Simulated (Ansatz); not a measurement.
**Molecular dynamics, with input and output: SiN₂H₆O (part 1 of 2)**

The run: molecular dynamics of SiN₂H₆O. Method and program: RKS r2SCAN-D4/STO-3G (Ansatz 0.2.0).

It belongs to a series of runs on one base structure; here: dynamics from the start. Figures and captions count atoms from 1; the log counts them from 0 in places.

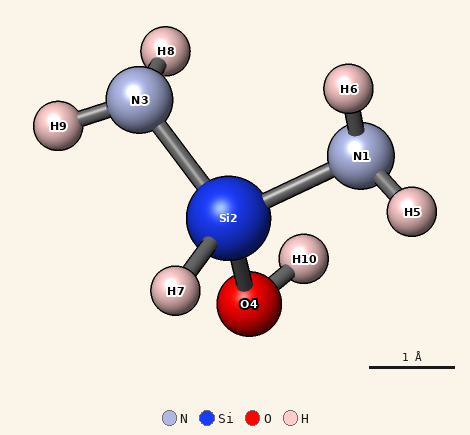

Figure 1. The starting structure (ball-and-stick view, seen at a tilt; atoms are numbered from 1 in the order of the input).

Results in brief

```json
{"quantity": "outcome", "value": "finished"}
{"quantity": "mean temperature over the second half", "value": "124 K"}
{"quantity": "trajectory", "value": "100 steps, 100 fs"}
{"quantity": "ensemble", "value": "nve_milne"}
{"quantity": "temperature in the input", "value": "300.0 K"}
{"quantity": "time step", "value": "1.0 fs"}
{"quantity": "potential energy (last step)", "value": "−12840.7330 eV"}
{"quantity": "mean-field energy (last step)", "value": "−12840.6906 eV"}
{"quantity": "largest force (length of the vector) (last step)", "value": "1.321 eV/Å"}
{"quantity": "hardware", "value": "1 thread of Arm Neoverse V1, 24 GiB of memory available, shared host"}
{"quantity": "wall time", "value": "4.4 min"}
{"quantity": "peak memory", "value": "0.11 GiB"}
```

Notes

So short a trajectory is not equilibrated.

The input
```yaml
crystal:
  periodic: [false, false, false]
  atoms:
    - { symbol: "N", position_ang: [-0.827312, 1.216988, -0.306016] }
    - { symbol: Si, position_ang: [0.50111, 0.107632, 0.090812] }
    - { symbol: "N", position_ang: [-0.322189, -1.17362, 0.998138] }
    - { symbol: O, position_ang: [1.247352, -0.293422, -1.389846] }
    - { symbol: H, position_ang: [-0.461849, 2.190805, -0.450638] }
    - { symbol: H, position_ang: [-1.449681, 1.311279, 0.534759] }
    - { symbol: H, position_ang: [1.596356, 0.56372, 0.928367] }
    - { symbol: H, position_ang: [-1.015834, -1.66339, 0.379789] }
    - { symbol: H, position_ang: [0.358893, -1.933195, 1.246681] }
    - { symbol: H, position_ang: [0.456354, -0.377997, -2.029145] }
basis:
  gaussian: { orbitals: STO-3G }
hamiltonian:
  xc: r2scan
  dispersion: d4
md:
  timestep: 1.0
  n_steps: 100
  ensemble: nve_milne
  temperature: 300.0
  initial_velocities: maxwell_boltzmann
  seed: 418110
  masses: [{ species: H, mass: 10.0 }]
```

Run as:
```bash
ansatz run input.yaml --threads 1 --pin off --max-ram 2048MiB --backend cpu --events-out ev --progress --plain --runs-dir out
```

Log
```
Engine: ansatz 0.2.0, aarch64-unknown-linux-gnu
Functional definition: r2SCAN
  parameter k0 = 0.174
  parameter k1 = 0.065
  parameter a1 = 4.9479
  exchange = r2scan_x(k0 = k0, k1 = k1, a1 = a1)
  correlation = r2scan_c
423 factors; integrals over basis functions are off by at most 1.2e-5 eV
mean field evaluation 1: about -12837.4902 eV, gradient 3.3e1 eV
mean field evaluation 2: about -12836.6345 eV, gradient 3.7e1 eV
mean field evaluation 4: about -12840.9266 eV, gradient 1.7e0 eV
mean field evaluation 8: about -12840.8674 eV, gradient 3.3e-2 eV
mean field -12840.86735524 eV, -471.8931714527 hartree, gradient 1.7e-5 eV, S^2 0.000000; 0 other end points of the search recorded, 0 dependent functions left out
the calculation of the forces begins
reference -12840.86736134 eV, -471.8931716766 hartree; 21, 21 occupied and 9, 9 virtual orbitals, 423 factors
md step     0: t =     0.00 fs  T =   300.0 K  F+E_penalty+E_count = -12840.90991878 eV  E_kin = 0.310224 eV  conserved = -12840.59969478 eV  (22 SCF iters)
these checks for a lower state are left out or cut short: starts, cluster_reference, orbital_swaps, neighbouring_geometries, increment
423 factors; integrals over basis functions are off by at most 1.2e-5 eV
mean field evaluation 16: about -12840.9326 eV, gradient 4.4e-3 eV
mean field -12840.86495125 eV, -471.8930831074 hartree, gradient 1.6e-5 eV, S^2 0.000000; 0 other end points of the search recorded, 0 dependent functions left out
the calculation of the forces begins
reference -12840.86495733 eV, -471.8930833312 hartree; 21, 21 occupied and 9, 9 virtual orbitals, 423 factors
md step     1: t =     1.00 fs  T =   297.7 K  F+E_penalty+E_count = -12840.90750452 eV  E_kin = 0.307843 eV  conserved = -12840.59966161 eV  (25 SCF iters)
[... from here on the SCF iterations and repeated set-up lines of each step are left out, up to the last step ...]
md step     2: t =     2.00 fs  T =   291.3 K  F+E_penalty+E_count = -12840.90097601 eV  E_kin = 0.301278 eV  conserved = -12840.59969815 eV  (25 SCF iters)
md step     3: t =     3.00 fs  T =   282.1 K  F+E_penalty+E_count = -12840.89137824 eV  E_kin = 0.291673 eV  conserved = -12840.59970525 eV  (24 SCF iters)
md step     4: t =     4.00 fs  T =   271.1 K  F+E_penalty+E_count = -12840.88001331 eV  E_kin = 0.280312 eV  conserved = -12840.59970107 eV  (25 SCF iters)
md step     5: t =     5.00 fs  T =   259.6 K  F+E_penalty+E_count = -12840.86810955 eV  E_kin = 0.268409 eV  conserved = -12840.59970070 eV  (25 SCF iters)
md step     6: t =     6.00 fs  T =   248.4 K  F+E_penalty+E_count = -12840.85654250 eV  E_kin = 0.256841 eV  conserved = -12840.59970121 eV  (25 SCF iters)
md step     7: t =     7.00 fs  T =   237.9 K  F+E_penalty+E_count = -12840.84569789 eV  E_kin = 0.245995 eV  conserved = -12840.59970331 eV  (26 SCF iters)
md step     8: t =     8.00 fs  T =   228.1 K  F+E_penalty+E_count = -12840.83553534 eV  E_kin = 0.235832 eV  conserved = -12840.59970345 eV  (26 SCF iters)
md step     9: t =     9.00 fs  T =   218.6 K  F+E_penalty+E_count = -12840.82576483 eV  E_kin = 0.226069 eV  conserved = -12840.59969632 eV  (26 SCF iters)
md step    10: t =    10.00 fs  T =   209.2 K  F+E_penalty+E_count = -12840.81608288 eV  E_kin = 0.216379 eV  conserved = -12840.59970400 eV  (26 SCF iters)
md step    11: t =    11.00 fs  T =   199.9 K  F+E_penalty+E_count = -12840.80638766 eV  E_kin = 0.206683 eV  conserved = -12840.59970454 eV  (26 SCF iters)
md step    12: t =    12.00 fs  T =   190.7 K  F+E_penalty+E_count = -12840.79687409 eV  E_kin = 0.197178 eV  conserved = -12840.59969566 eV  (26 SCF iters)
md step    13: t =    13.00 fs  T =   182.1 K  F+E_penalty+E_count = -12840.78800813 eV  E_kin = 0.188304 eV  conserved = -12840.59970423 eV  (26 SCF iters)
md step    14: t =    14.00 fs  T =   174.7 K  F+E_penalty+E_count = -12840.78038071 eV  E_kin = 0.180676 eV  conserved = -12840.59970487 eV  (26 SCF iters)
md step    15: t =    15.00 fs  T =   169.0 K  F+E_penalty+E_count = -12840.77449774 eV  E_kin = 0.174798 eV  conserved = -12840.59969942 eV  (26 SCF iters)
md step    16: t =    16.00 fs  T =   165.3 K  F+E_penalty+E_count = -12840.77058526 eV  E_kin = 0.170883 eV  conserved = -12840.59970256 eV  (25 SCF iters)
md step    17: t =    17.00 fs  T =   163.2 K  F+E_penalty+E_count = -12840.76844734 eV  E_kin = 0.168744 eV  conserved = -12840.59970291 eV  (23 SCF iters)
md step    18: t =    18.00 fs  T =   162.2 K  F+E_penalty+E_count = -12840.76747047 eV  E_kin = 0.167767 eV  conserved = -12840.59970378 eV  (25 SCF iters)
md step    19: t =    19.00 fs  T =   161.6 K  F+E_penalty+E_count = -12840.76676769 eV  E_kin = 0.167068 eV  conserved = -12840.59969951 eV  (26 SCF iters)
md step    20: t =    20.00 fs  T =   160.3 K  F+E_penalty+E_count = -12840.76541365 eV  E_kin = 0.165713 eV  conserved = -12840.59970022 eV  (26 SCF iters)
md step    21: t =    21.00 fs  T =   157.7 K  F+E_penalty+E_count = -12840.76274171 eV  E_kin = 0.163036 eV  conserved = -12840.59970604 eV  (26 SCF iters)
md step    22: t =    22.00 fs  T =   153.6 K  F+E_penalty+E_count = -12840.75857899 eV  E_kin = 0.158881 eV  conserved = -12840.59969840 eV  (25 SCF iters)
md step    23: t =    23.00 fs  T =   148.6 K  F+E_penalty+E_count = -12840.75334353 eV  E_kin = 0.153643 eV  conserved = -12840.59970014 eV  (26 SCF iters)
md step    24: t =    24.00 fs  T =   143.4 K  F+E_penalty+E_count = -12840.74796456 eV  E_kin = 0.148258 eV  conserved = -12840.59970608 eV  (26 SCF iters)
md step    25: t =    25.00 fs  T =   139.2 K  F+E_penalty+E_count = -12840.74361805 eV  E_kin = 0.143917 eV  conserved = -12840.59970139 eV  (26 SCF iters)
md step    26: t =    26.00 fs  T =   137.0 K  F+E_penalty+E_count = -12840.74137928 eV  E_kin = 0.141677 eV  conserved = -12840.59970260 eV  (26 SCF iters)
md step    27: t =    27.00 fs  T =   137.5 K  F+E_penalty+E_count = -12840.74187955 eV  E_kin = 0.142176 eV  conserved = -12840.59970307 eV  (26 SCF iters)
md step    28: t =    28.00 fs  T =   140.6 K  F+E_penalty+E_count = -12840.74509681 eV  E_kin = 0.145392 eV  conserved = -12840.59970476 eV  (26 SCF iters)
md step    29: t =    29.00 fs  T =   145.7 K  F+E_penalty+E_count = -12840.75037317 eV  E_kin = 0.150670 eV  conserved = -12840.59970332 eV  (25 SCF iters)
md step    30: t =    30.00 fs  T =   151.7 K  F+E_penalty+E_count = -12840.75660949 eV  E_kin = 0.156912 eV  conserved = -12840.59969784 eV  (26 SCF iters)
md step    31: t =    31.00 fs  T =   157.5 K  F+E_penalty+E_count = -12840.76258948 eV  E_kin = 0.162884 eV  conserved = -12840.59970536 eV  (25 SCF iters)
md step    32: t =    32.00 fs  T =   162.1 K  F+E_penalty+E_count = -12840.76731987 eV  E_kin = 0.167617 eV  conserved = -12840.59970292 eV  (26 SCF iters)
md step    33: t =    33.00 fs  T =   164.9 K  F+E_penalty+E_count = -12840.77025029 eV  E_kin = 0.170554 eV  conserved = -12840.59969672 eV  (26 SCF iters)
md step    34: t =    34.00 fs  T =   166.0 K  F+E_penalty+E_count = -12840.77133958 eV  E_kin = 0.171635 eV  conserved = -12840.59970500 eV  (26 SCF iters)
md step    35: t =    35.00 fs  T =   165.6 K  F+E_penalty+E_count = -12840.77093586 eV  E_kin = 0.171233 eV  conserved = -12840.59970313 eV  (23 SCF iters)
md step    36: t =    36.00 fs  T =   164.2 K  F+E_penalty+E_count = -12840.76954296 eV  E_kin = 0.169842 eV  conserved = -12840.59970133 eV  (26 SCF iters)
md step    37: t =    37.00 fs  T =   162.3 K  F+E_penalty+E_count = -12840.76755704 eV  E_kin = 0.167854 eV  conserved = -12840.59970325 eV  (26 SCF iters)
md step    38: t =    38.00 fs  T =   159.9 K  F+E_penalty+E_count = -12840.76504890 eV  E_kin = 0.165346 eV  conserved = -12840.59970296 eV  (26 SCF iters)
md step    39: t =    39.00 fs  T =   156.7 K  F+E_penalty+E_count = -12840.76171177 eV  E_kin = 0.162006 eV  conserved = -12840.59970619 eV  (25 SCF iters)
md step    40: t =    40.00 fs  T =   152.1 K  F+E_penalty+E_count = -12840.75697263 eV  E_kin = 0.157273 eV  conserved = -12840.59969927 eV  (26 SCF iters)
md step    41: t =    41.00 fs  T =   145.6 K  F+E_penalty+E_count = -12840.75022699 eV  E_kin = 0.150526 eV  conserved = -12840.59970113 eV  (26 SCF iters)
md step    42: t =    42.00 fs  T =   136.8 K  F+E_penalty+E_count = -12840.74115487 eV  E_kin = 0.141447 eV  conserved = -12840.59970786 eV  (26 SCF iters)
md step    43: t =    43.00 fs  T =   126.0 K  F+E_penalty+E_count = -12840.72996378 eV  E_kin = 0.130266 eV  conserved = -12840.59969746 eV  (26 SCF iters)
md step    44: t =    44.00 fs  T =   113.9 K  F+E_penalty+E_count = -12840.71747841 eV  E_kin = 0.117777 eV  conserved = -12840.59970123 eV  (25 SCF iters)
md step    45: t =    45.00 fs  T =   101.8 K  F+E_penalty+E_count = -12840.70502561 eV  E_kin = 0.105318 eV  conserved = -12840.59970754 eV  (19 SCF iters)
md step    46: t =    46.00 fs  T =    91.3 K  F+E_penalty+E_count = -12840.69411591 eV  E_kin = 0.094415 eV  conserved = -12840.59970141 eV  (19 SCF iters)
md step    47: t =    47.00 fs  T =    83.5 K  F+E_penalty+E_count = -12840.68604866 eV  E_kin = 0.086345 eV  conserved = -12840.59970401 eV  (20 SCF iters)
md step    48: t =    48.00 fs  T =    79.1 K  F+E_penalty+E_count = -12840.68152973 eV  E_kin = 0.081825 eV  conserved = -12840.59970445 eV  (20 SCF iters)
md step    49: t =    49.00 fs  T =    78.1 K  F+E_penalty+E_count = -12840.68047201 eV  E_kin = 0.080765 eV  conserved = -12840.59970669 eV  (19 SCF iters)
md step    50: t =    50.00 fs  T =    79.6 K  F+E_penalty+E_count = -12840.68205720 eV  E_kin = 0.082353 eV  conserved = -12840.59970415 eV  (19 SCF iters)
md step    51: t =    51.00 fs  T =    82.5 K  F+E_penalty+E_count = -12840.68500060 eV  E_kin = 0.085302 eV  conserved = -12840.59969824 eV  (20 SCF iters)
md step    52: t =    52.00 fs  T =    85.4 K  F+E_penalty+E_count = -12840.68796658 eV  E_kin = 0.088259 eV  conserved = -12840.59970758 eV  (20 SCF iters)
md step    53: t =    53.00 fs  T =    87.3 K  F+E_penalty+E_count = -12840.68997455 eV  E_kin = 0.090271 eV  conserved = -12840.59970325 eV  (19 SCF iters)
md step    54: t =    54.00 fs  T =    87.9 K  F+E_penalty+E_count = -12840.69064051 eV  E_kin = 0.090944 eV  conserved = -12840.59969671 eV  (20 SCF iters)
md step    55: t =    55.00 fs  T =    87.5 K  F+E_penalty+E_count = -12840.69021698 eV  E_kin = 0.090509 eV  conserved = -12840.59970772 eV  (20 SCF iters)
md step    56: t =    56.00 fs  T =    86.7 K  F+E_penalty+E_count = -12840.68939884 eV  E_kin = 0.089694 eV  conserved = -12840.59970464 eV  (22 SCF iters)
md step    57: t =    57.00 fs  T =    86.4 K  F+E_penalty+E_count = -12840.68901273 eV  E_kin = 0.089312 eV  conserved = -12840.59970054 eV  (19 SCF iters)
md step    58: t =    58.00 fs  T =    87.0 K  F+E_penalty+E_count = -12840.68970109 eV  E_kin = 0.089996 eV  conserved = -12840.59970467 eV  (20 SCF iters)
md step    59: t =    59.00 fs  T =    89.0 K  F+E_penalty+E_count = -12840.69170180 eV  E_kin = 0.091997 eV  conserved = -12840.59970525 eV  (20 SCF iters)
md step    60: t =    60.00 fs  T =    92.0 K  F+E_penalty+E_count = -12840.69483253 eV  E_kin = 0.095128 eV  conserved = -12840.59970432 eV  (20 SCF iters)
md step    61: t =    61.00 fs  T =    95.7 K  F+E_penalty+E_count = -12840.69862835 eV  E_kin = 0.098929 eV  conserved = -12840.59969923 eV  (20 SCF iters)
md step    62: t =    62.00 fs  T =    99.5 K  F+E_penalty+E_count = -12840.70257353 eV  E_kin = 0.102869 eV  conserved = -12840.59970426 eV  (19 SCF iters)
md step    63: t =    63.00 fs  T =   103.1 K  F+E_penalty+E_count = -12840.70634758 eV  E_kin = 0.106641 eV  conserved = -12840.59970625 eV  (20 SCF iters)
md step    64: t =    64.00 fs  T =   106.6 K  F+E_penalty+E_count = -12840.70996527 eV  E_kin = 0.110267 eV  conserved = -12840.59969792 eV  (21 SCF iters)
md step    65: t =    65.00 fs  T =   110.3 K  F+E_penalty+E_count = -12840.71376740 eV  E_kin = 0.114063 eV  conserved = -12840.59970396 eV  (20 SCF iters)
md step    66: t =    66.00 fs  T =   114.7 K  F+E_penalty+E_count = -12840.71826899 eV  E_kin = 0.118562 eV  conserved = -12840.59970702 eV  (21 SCF iters)
md step    67: t =    67.00 fs  T =   120.1 K  F+E_penalty+E_count = -12840.72391580 eV  E_kin = 0.124214 eV  conserved = -12840.59970138 eV  (25 SCF iters)
md step    68: t =    68.00 fs  T =   126.8 K  F+E_penalty+E_count = -12840.73086238 eV  E_kin = 0.131158 eV  conserved = -12840.59970391 eV  (26 SCF iters)
md step    69: t =    69.00 fs  T =   134.5 K  F+E_penalty+E_count = -12840.73882693 eV  E_kin = 0.139122 eV  conserved = -12840.59970492 eV  (26 SCF iters)
md step    70: t =    70.00 fs  T =   142.6 K  F+E_penalty+E_count = -12840.74711341 eV  E_kin = 0.147409 eV  conserved = -12840.59970471 eV  (26 SCF iters)
md step    71: t =    71.00 fs  T =   150.0 K  F+E_penalty+E_count = -12840.75478477 eV  E_kin = 0.155083 eV  conserved = -12840.59970226 eV  (26 SCF iters)
md step    72: t =    72.00 fs  T =   155.9 K  F+E_penalty+E_count = -12840.76090524 eV  E_kin = 0.161204 eV  conserved = -12840.59970151 eV  (26 SCF iters)
md step    73: t =    73.00 fs  T =   159.7 K  F+E_penalty+E_count = -12840.76479829 eV  E_kin = 0.165093 eV  conserved = -12840.59970522 eV  (26 SCF iters)
md step    74: t =    74.00 fs  T =   161.0 K  F+E_penalty+E_count = -12840.76620418 eV  E_kin = 0.166503 eV  conserved = -12840.59970109 eV  (26 SCF iters)
md step    75: t =    75.00 fs  T =   160.2 K  F+E_penalty+E_count = -12840.76531082 eV  E_kin = 0.165609 eV  conserved = -12840.59970179 eV  (25 SCF iters)
md step    76: t =    76.00 fs  T =   157.6 K  F+E_penalty+E_count = -12840.76266084 eV  E_kin = 0.162957 eV  conserved = -12840.59970426 eV  (22 SCF iters)
md step    77: t =    77.00 fs  T =   154.0 K  F+E_penalty+E_count = -12840.75896509 eV  E_kin = 0.159263 eV  conserved = -12840.59970253 eV  (26 SCF iters)
md step    78: t =    78.00 fs  T =   150.1 K  F+E_penalty+E_count = -12840.75491832 eV  E_kin = 0.155214 eV  conserved = -12840.59970443 eV  (25 SCF iters)
md step    79: t =    79.00 fs  T =   146.4 K  F+E_penalty+E_count = -12840.75104523 eV  E_kin = 0.151345 eV  conserved = -12840.59970056 eV  (25 SCF iters)
md step    80: t =    80.00 fs  T =   143.0 K  F+E_penalty+E_count = -12840.74762385 eV  E_kin = 0.147920 eV  conserved = -12840.59970435 eV  (25 SCF iters)
md step    81: t =    81.00 fs  T =   140.2 K  F+E_penalty+E_count = -12840.74471433 eV  E_kin = 0.145008 eV  conserved = -12840.59970655 eV  (25 SCF iters)
md step    82: t =    82.00 fs  T =   137.8 K  F+E_penalty+E_count = -12840.74223238 eV  E_kin = 0.142536 eV  conserved = -12840.59969617 eV  (26 SCF iters)
md step    83: t =    83.00 fs  T =   135.7 K  F+E_penalty+E_count = -12840.74005089 eV  E_kin = 0.140346 eV  conserved = -12840.59970506 eV  (26 SCF iters)
md step    84: t =    84.00 fs  T =   133.8 K  F+E_penalty+E_count = -12840.73810098 eV  E_kin = 0.138394 eV  conserved = -12840.59970684 eV  (25 SCF iters)
md step    85: t =    85.00 fs  T =   132.2 K  F+E_penalty+E_count = -12840.73641664 eV  E_kin = 0.136722 eV  conserved = -12840.59969450 eV  (21 SCF iters)
```
